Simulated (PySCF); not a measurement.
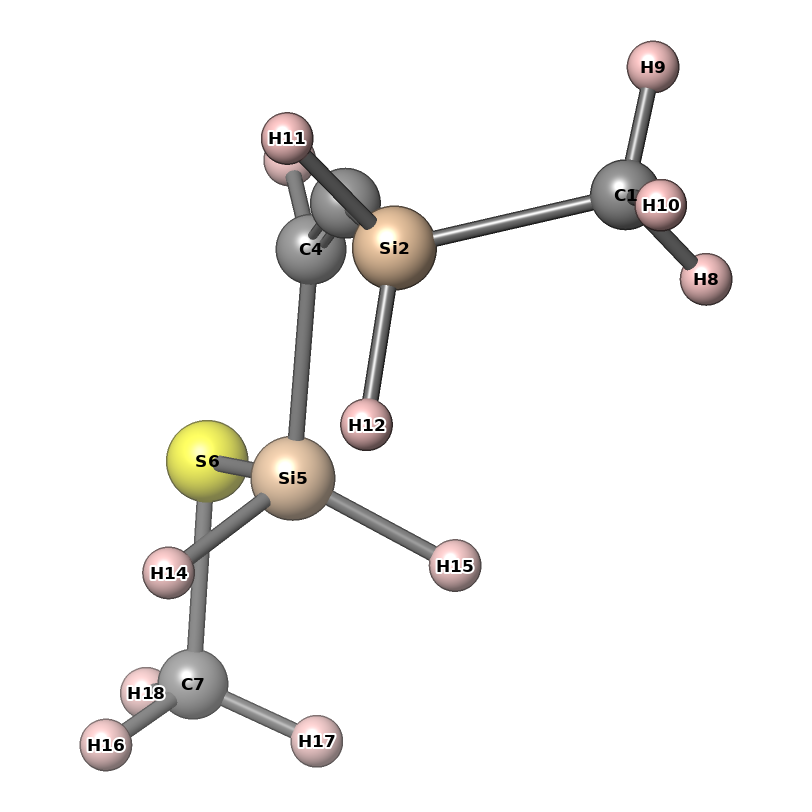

S6 lies behind Si5. The molecule seen a little off the Si5–S6 bond, Si5 in front. Atoms fade into the background with distance from the viewer. Charge 0, doublet. Computed geometry: GFN2-xTB optimisation. No frequency run is at hand to confirm it as a minimum.

What is the torsion angle C4–Si5–S6–C7? The sign is positive where the front bond must turn clockwise to cover the back bond.

−179°, antiperiplanar (anti).
